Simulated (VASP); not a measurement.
Band structure of Li$_{2}$Se (antifluorite). Level of theory: PBE GGA, VASP's PBE PAW potentials (set 64) (plane waves; VASP).

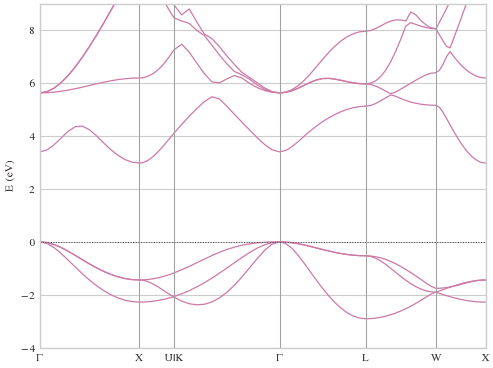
Bands along high-symmetry lines, zero at the valence-band maximum or, without a gap, the Fermi level

**Question.** Read the plot: is there a gap, and where are the band edges?

**Answer.** The gap is indirect, 2.97 eV, from the valence maximum at Γ to the conduction minimum at X. (Edges off the drawn lines would not show.)

The compound is Li2Se in the antifluorite structure. It was relaxed first.
